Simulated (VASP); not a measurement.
Band structure of SiSe$_{2}$ (space group Ibam). Method: PBE GGA, VASP's PBE PAW potentials (set 64) (plane waves; VASP).

The path is coarsely sampled, so an indirect gap can come out somewhat too large.

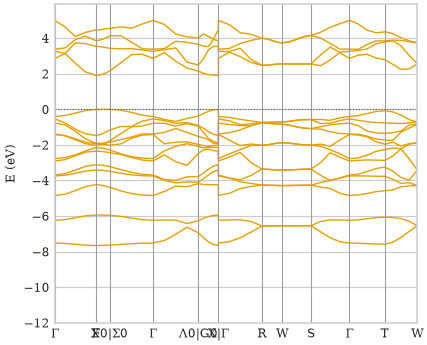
Figure. Bands along high-symmetry lines, zero at the valence-band maximum or, without a gap, the Fermi level

### Question
Read the plot: is there a gap, and where are the band edges?

### Answer
The gap is indirect, 1.91 eV, from the valence maximum at X-F0 at 0.75 to the conduction minimum at X.

The structure comes from a computed database's SiSe2 entry; how it stands against other phases isn't given here. The cell was not relaxed at this level. The k-mesh is coarse (spacing up to 0.47 per Å, 2π included), so the numbers may not be converged in it.
